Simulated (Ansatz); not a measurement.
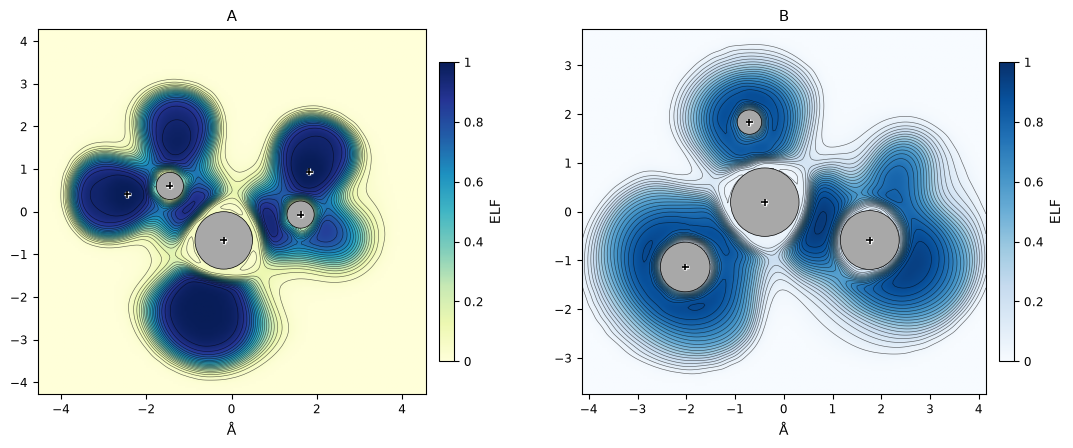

The ELF of 2 systems, each on a plane through atoms (crosses mark nuclei in the plane; grey discs cover the cores).

These are results of RKS PBE-D4/def2-SVP (Ansatz), not measurements.

System 1: AlH7N2O, the plane of atoms N2, Al1 and N5. 

```yaml
atoms:
  - { symbol: Al, position_ang: [0.1489, -0.2676, 0.1147] }
  - { symbol: N, position_ang: [0.1891, -0.2020, 2.0153] }
  - { symbol: H, position_ang: [-0.6320, 0.1769, 2.5020] }
  - { symbol: H, position_ang: [1.0153, 0.1677, 2.5012] }
  - { symbol: N, position_ang: [1.6152, 0.3379, -0.7283] }
  - { symbol: H, position_ang: [2.5431, 0.4346, -0.3112] }
  - { symbol: H, position_ang: [1.6946, 0.4129, -1.7442] }
  - { symbol: H, position_ang: [-1.2902, -0.0948, -0.5724] }
  - { symbol: O, position_ang: [0.2250, -2.2301, 0.5941] }
  - { symbol: H, position_ang: [-0.6017, -2.7287, 0.4518] }
  - { symbol: H, position_ang: [0.1711, -1.7500, 1.5464] }
```

System 2: AlClFH2P···HF, the plane of atoms F3, Al1 and Cl4. Not at a stationary point (largest force 0.6 eV/Å).

```yaml
atoms:
  - { symbol: Al, position_ang: [-0.0410, -0.6582, -0.3687] }
  - { symbol: F, position_ang: [-0.1628, 0.2353, 2.3645] }
  - { symbol: F, position_ang: [1.4482, 0.0023, -0.7417] }
  - { symbol: Cl, position_ang: [-1.7652, 0.2605, -1.1556] }
  - { symbol: P, position_ang: [-0.1895, -2.5990, 0.8440] }
  - { symbol: H, position_ang: [-0.9609, -3.2932, -0.1508] }
  - { symbol: H, position_ang: [1.0901, -3.0886, 0.4080] }
  - { symbol: H, position_ang: [-0.3516, -0.6530, 2.5878] }
```

Q: Match each panel to its system.

A: Panel A is system 1, AlH7N2O: the plane holds Al, N and H. Al–N (1.80 Å): the ELF peaks at about 0.90 in the valence shell of N, 0.7 Å from its nucleus, and is about 0.65 at the midpoint. Panel B is system 2, AlClFH2P···HF: the plane holds Al, F, Cl and P. Al–F (1.67 Å): the ELF peaks at about 0.85 in the valence shell of F, 0.5 Å from its nucleus, and is about 0.20 at the midpoint.
